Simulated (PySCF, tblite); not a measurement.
# C₅H₇B: geometry, infrared bands, NMR shifts and spin-spin couplings

What infrared bands, NMR shifts and spin-spin couplings should C₅H₇B (`C#CB/C=C\C`) show?

Computed with tblite 0.8.0 and PySCF 2.14.0, with density-fitted response routines of our own, on a single molecule in the gas phase. Atoms are numbered from 0 throughout.

## 1. The starting structure

13 atoms, charge 0, multiplicity 1; geometry from: force field or distance geometry start.

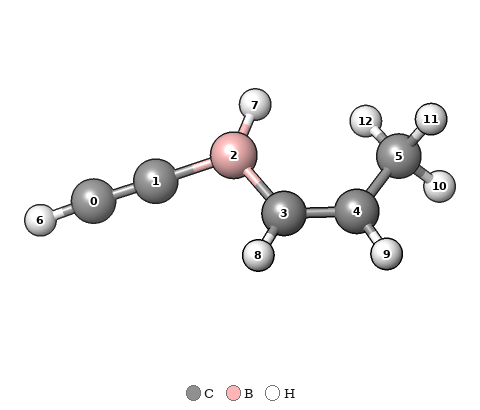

As it starts; carbon grey, boron pink, hydrogen white, atoms numbered; sticks join atoms by distance.

## 2. Relaxing the molecule with GFN2-xTB

The job: settings as JSON, then the geometry in Å.

```
{"job": {"kind": "relax", "xc": "GFN2-xTB", "basis": "xTB"}, "charge": 0, "multiplicity": 1}
C      3.413500    -0.532700    -0.913400
C      2.305600    -0.483400    -0.401600
B      0.920900    -0.413900     0.270800
C      0.076100     0.881400    -0.032100
C     -1.252200     0.906000     0.033400
C     -2.091700    -0.273200     0.360900
H      4.358900    -0.548600    -1.380000
H      0.472300    -1.435600     0.621900
H      0.600600     1.780400    -0.277200
H     -1.743100     1.851300    -0.189300
H     -2.891600    -0.349700    -0.429000
H     -2.619100    -0.163000     1.331500
H     -1.554500    -1.218500     0.402500
```

On the command line:

```sh
OMP_NUM_THREADS=1 python probes_run.py task.json out
```

One launch serves the whole session: the jobs run in the order shown.

**Question.** This job is followed by: GFN2-xTB harmonic vibrations, gas phase; GIAO PBE0/pcSseg-1 NMR shielding, non-relativistic, gas phase; B3LYP/pcJ-1 indirect spin-spin coupling, non-relativistic, gas phase. Predict these results of the whole session: strongest single infrared mode (GFN2-xTB); zero-point energy (GFN2-xTB); ¹³C shifts against TMS (PBE0/pcSseg-1); ¹H shifts against TMS (PBE0/pcSseg-1, means over atoms taken as alike); ¹¹B shifts against BF3·OEt2 (PBE0/pcSseg-1); largest coupling of the table (B3LYP/pcJ-1).

As calculated:

| quantity | value |
| --- | --- |
| strongest single infrared mode (GFN2-xTB) | 1648 cm⁻¹, 212 km/mol |
| zero-point energy (GFN2-xTB) | 62.5 kcal/mol |
| ¹³C shifts against TMS (PBE0/pcSseg-1) | 169.4, 145.6, 129.9, 102.8, 22.2 ppm |
| ¹H shifts against TMS (PBE0/pcSseg-1, means over atoms taken as alike) | 7.41, 6.85, 6.55, 4.36, 2.28 ppm |
| ¹¹B shifts against BF3·OEt2 (PBE0/pcSseg-1) | 51.0 ppm |
| largest coupling of the table (B3LYP/pcJ-1) | ¹J(C,H) C0–H6, 254.3 Hz |

Over 66 steps the energy fell by 0.234 eV; of the close pairs, C5–H10 changed most, 1.127 to 1.091 Å. All 33 modes are real, so the xTB geometry is a minimum. The strongest single mode, at 1648 cm⁻¹, moves mainly C4 and C3. GFN2-xTB is a fitted tight-binding method: band positions and strengths are rough. Its intensities can rank the bands wrongly. At PBE0/pcSseg-1: The widest tensor belongs to C1: span 314 ppm, with a paramagnetic part of -171 ppm. In the run at B3LYP/pcJ-1, the largest coupling of the table is C0–H6, 254.3 Hz, of which the Fermi-contact term gives 256.0 Hz. Couplings across rotatable bonds belong to this one conformer; where others are populated, the observed values are averages.
